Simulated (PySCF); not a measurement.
C4H7ClN2Si (SMILES Cc1c(Cl)cnn1[SiH3])

```csv
atom,x (Å),y (Å),z (Å)
C,0.0749,1.7947,0.1218
C,-0.4901,0.4333,-0.0315
C,-1.7913,0.0154,-0.2124
Cl,-3.1890,1.0043,-0.3152
C,-1.7295,-1.3886,-0.2948
N,-0.4886,-1.7899,-0.1733
N,0.2714,-0.6901,-0.0124
Si,2.0075,-0.8997,0.1790
H,0.7937,2.0025,-0.6699
H,-0.7269,2.5267,0.0730
H,0.5864,1.8912,1.0788
H,-2.5296,-2.0870,-0.4346
H,2.1900,-2.3379,0.1135
H,2.6485,-0.1618,-0.9122
H,2.3683,-0.3055,1.4683
```

Geometry: GFN2-xTB.

Computed with CAM-B3LYP/def2-SVPD, SCF density, gas phase (PySCF).

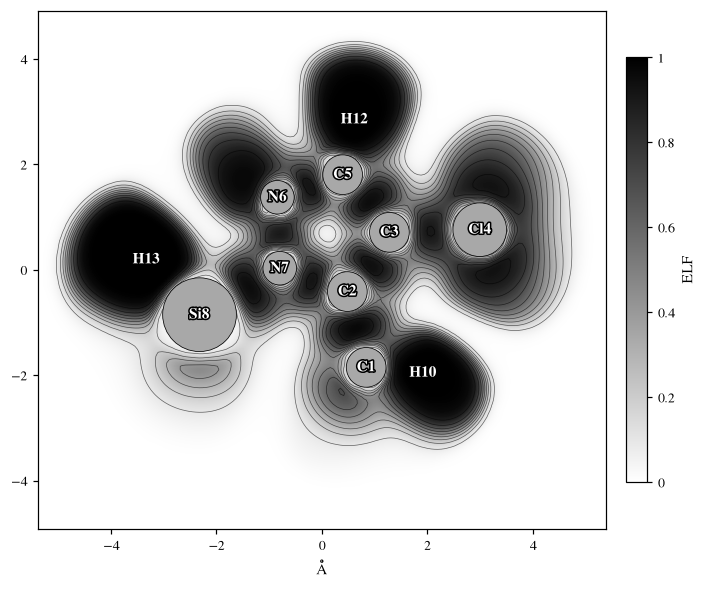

Figure 1. Electron localisation function on the plane of atoms N7, Si8 and H13. Grey discs cover the atomic cores.

**Describe what can be read from this map.**

The plane passes through C, Cl, N, Si and H nuclei.
C–N (1.31 Å): the ELF peaks at about 0.90 between the atoms: localised, covalent bonding.
N–N (1.35 Å): the ELF peaks at about 0.90 between the atoms: localised, covalent bonding.
C–C (1.38 Å): the ELF peaks at about 0.95 between the atoms (a covalent bond).
C–Cl (1.72 Å): the ELF peaks at about 0.90 between the atoms; a shared electron pair.
Si–N (1.76 Å): the ELF peaks at about 0.95 between the atoms: a polar covalent bond.
The ELF also peaks beside Cl4 and N6, away from the bonds: lone-pair regions.

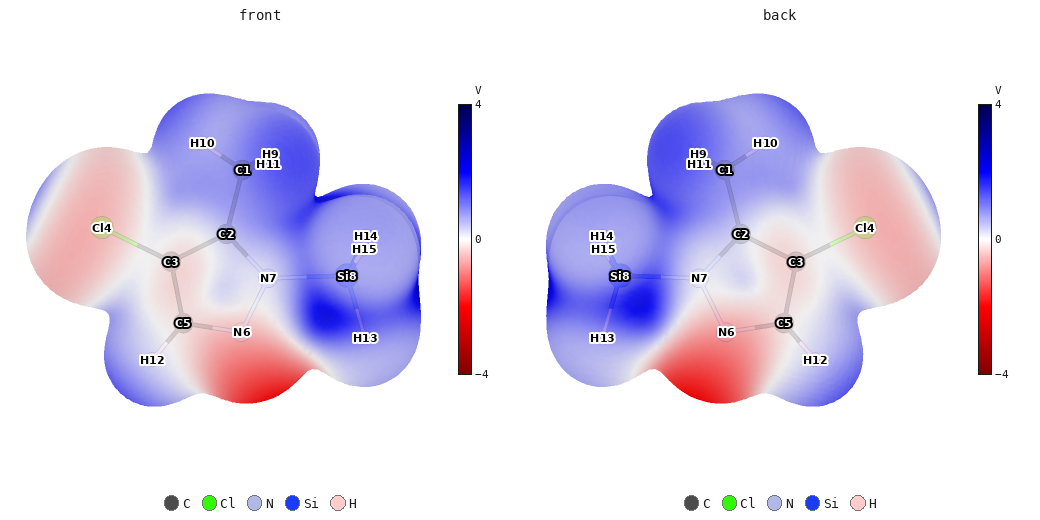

Figure 2. The electrostatic potential painted on the density surface at 0.004 e/bohr³, seen from the front and from behind; the colour scale runs from red (negative) to blue (positive).

**Where is the surface potential most negative and most positive?**

The most negative region (about −1.9 V) lies over N6, the most positive (about +2.9 V) over Si8. Cl4 shows a σ-hole: about +0.8 V at the tip opposite its bond, against about −0.4 V on its flanks. N6 is the likeliest acceptor of a hydrogen bond.

**How polar is the molecule by this calculation?**

Its dipole moment is 2.79 D.
